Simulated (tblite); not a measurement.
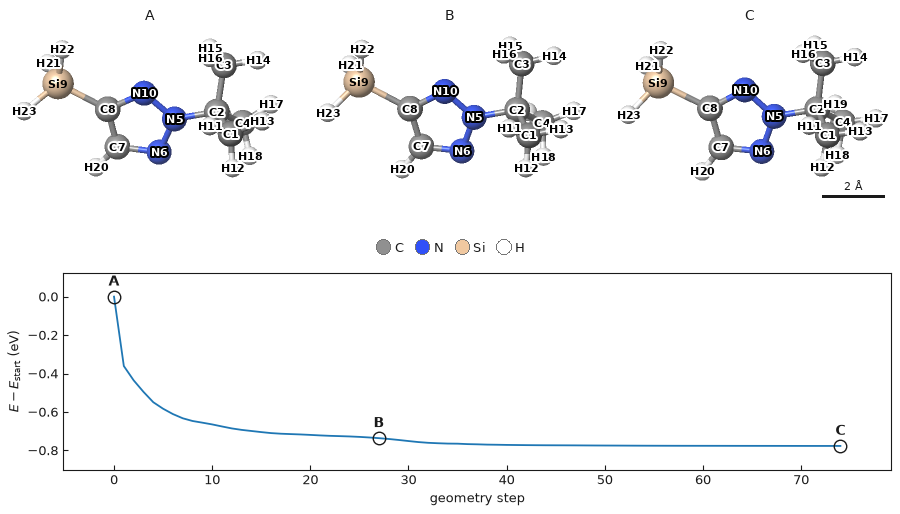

Frames of a relaxation of C$_{6}$H$_{13}$N$_{3}$Si, marked on the history of the run. A ball-and-stick model, seen at a tilt.

The calculation used GFN2-xTB geometry optimisation, gas phase (tblite). 

Question: Describe the path.

Answer: Over 74 geometry steps the energy falls by 0.777 eV. The atom that moves furthest after the best rigid fit is H19 (0.56 Å). By element the largest moves are H 0.56 Å, C 0.20 Å, N 0.16 Å, Si 0.04 Å. Near-neighbour distances that change, for instance: C1–H13 1.145 → 1.086 Å, C8–Si9 1.816 → 1.869 Å, N6–C7 1.369 → 1.322 Å, C1–C2 1.491 → 1.531 Å. Among the angles between lasting bonds that change: C1–C2–N5 114.7° → 107.6°, C8–Si9–H23 114.1° → 107.4°, C2–N5–N6 127.4° → 121.6°. Groups turn about C2–C4 by about 25°. The run took 1.2 s on 1 thread of Intel(R) Xeon(R) Platinum 8488C (shared host). From step 0 to 27: H16 moves most (0.27 Å), energy −0.736 eV. From step 27 to 74: H19 moves most (0.35 Å), energy −0.040 eV.
